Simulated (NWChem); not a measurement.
# M06-2X/def2-TZVPP (core potential) run of InF (SMILES [F][In])

What is the vertical singlet–triplet gap of InF at M06-2X/def2-TZVPP (core potential)? 

Program for the calculation: NWChem 7.3.0.

11 further runs of the same task are left out: 3 that didn't finish, 8 set aside as unsound or not needed. Runs told in other sessions of the task aren't counted.

**1. The structure to begin with**

InF: 2 atoms, total charge 0, spin state singlet. As SMILES, `[F][In]`. The shape is that of a PBE0-D4/def2-TZVP optimisation.

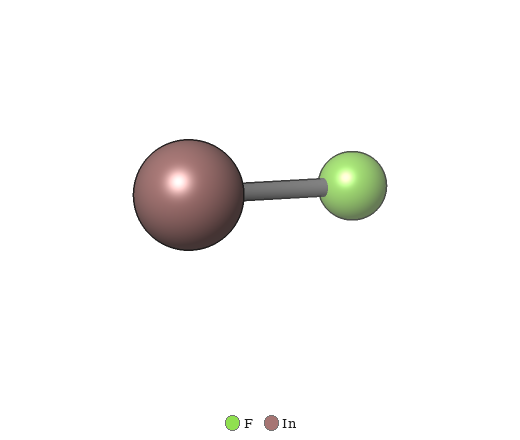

Viewed from a chosen angle; fluorine green, indium brown.

**2. Energy and gradient at M06-2X/def2-TZVPP (core potential)**

work.nw

```
start work
title "FIn M06-2X"
memory 2200 mb
charge 0

geometry units atomic noautosym nocenter noautoz
  F   0.00000000  0.00000000  0.03006554
  In  0.00000000  0.00000000  3.79755583
end

basis spherical bse
  * library def2-TZVPP
end

ecp bse
  In library def2-TZVPP
end

dft
  xc m06-2x
  grid xfine
  convergence energy 1e-08
  maxiter 100
  mulliken
  print low
end

task dft gradient
```

Command:

```
$ nwchem work.nw > work.out
```

The log of the run, shortened:

```text
[...]
 d= 0,ls=0.0,diis     1   -289.8954093926 -3.40D+02  1.35D-02  7.21D-01     2.7
[...]
 d= 0,ls=0.0,diis    10   -289.9803539505 -6.39D-09  3.30D-06  2.51D-08    21.3
         Total DFT energy =     -289.980353950523
      One electron energy =     -575.566911711979
           Coulomb energy =      262.562495258552
    Exchange-Corr. energy =      -27.141959291939
 Nuclear repulsion energy =       50.166021794843
[...]
      Total Density - Mulliken Population Analysis
     ---------------------------------------------
    Atom       Charge   Shell Charges
 -----------   ------   -------------------------------------------------------
    1 F    9     9.59   0.77  1.20  0.61  0.94  0.44  2.25  2.14  1.23  0.00  0.00  0.00
    2 In  21    20.41   0.40 -0.85  1.60  0.84  1.05  0.87 -0.41  6.37  0.22  0.17  0.02  8.90  1.09  0.08  0.00  0.04
[...]
                         DFT ENERGY GRADIENTS
    atom               coordinates                        gradient
                 x          y          z           x          y          z
   1 F       0.000000   0.000000   0.030066   -0.000000   0.000000   0.002407
   2 In      0.000000   0.000000   3.797556    0.000000  -0.000000  -0.002407
 Task  times  cpu:       28.2s     wall:       28.2s
 Total times  cpu:       28.3s     wall:       28.3s
```

Wall time 29 s (1 thread of Intel Xeon at 2.80GHz (Skylake/Cascade Lake), shared host); peak memory 0.13 GiB.

**3. The triplet: a single-point energy at UM06-2X/def2-TZVPP (core potential)**

work.nw

```
start work
memory stack 880 mb heap 220 mb global 1100 mb
geometry noautosym nocenter noautoz
F     0.000000    0.000000    0.015910
In    0.000000    0.000000    2.009580
end
basis spherical bse
* library def2-TZVPP
end
ecp bse
In library def2-TZVPP
end
dft
xc m06-2x
mult 3
grid xfine
convergence energy 1e-08
iterations 100
mulliken
end
task dft energy
```

Command:

```
$ nwchem work.nw > work.out
```

The log of the run, shortened:

```text
[...]
          Wavefunction type:  spin polarized.
          No. of atoms     :     2
          No. of electrons :    30
[...]
          Charge           :     0
          Spin multiplicity:     3
[...]
          AO basis - number of functions:    81
[...]
              XC Information
              --------------
                       M06-2X Method XC Functional
                     Hartree-Fock (Exact) Exchange  0.540
                        M06-2X Exchange Functional  1.000
                      M06-2X Correlation Potential  1.000
[...]
 d= 0,ls=0.0,diis     1   -289.7381990008 -3.40D+02  1.03D-02  1.62D-01     3.5
[...]
 d= 0,ls=0.0,diis    13   -289.8459127436 -7.82D-09  3.61D-07  2.20D-10    39.4
[...]
         Total DFT energy =     -289.845912743645
      One electron energy =     -574.296586324341
           Coulomb energy =      261.385363935756
    Exchange-Corr. energy =      -27.100715856242
 Nuclear repulsion energy =       50.166025501183
[...]
      Total Density - Mulliken Population Analysis
     ---------------------------------------------
    Atom       Charge   Shell Charges
 -----------   ------   -------------------------------------------------------
    1 F    9     9.49   0.77  1.20  0.62  0.95  0.43  2.23  2.13  1.15  0.00  0.00  0.00
    2 In  21    20.51   0.39 -0.82  1.57  0.85  0.77  0.39 -0.41  6.38  0.46  0.68  0.14  8.90  1.09  0.08  0.00  0.03
[...]
      <S2> =      2.0060 (Exact =     2.0000)
[...]
```

Wall time 40 s (1 thread of Intel Xeon at 2.80GHz (Skylake/Cascade Lake), shared host); peak memory 0.12 GiB.

**4. Results**

Level: M06-2X/def2-TZVPP (core potential).

| quantity | value |
| --- | --- |
| singlet: total energy | -289.98035 Eh |
| singlet: largest force on an atom | 0.124 eV/Å |
| triplet: total energy | -289.84591 Eh |
| triplet: dipole moment | 3.14 D |
| triplet: HOMO energy (highest over α and β) | -4.97 eV |
| triplet: ⟨S²⟩ | 2.006 |
| vertical energy of the triplet above the singlet | 3.658 eV |

**Reading.** At this shape the triplet lies 3.66 eV (353 kJ/mol) above the singlet.
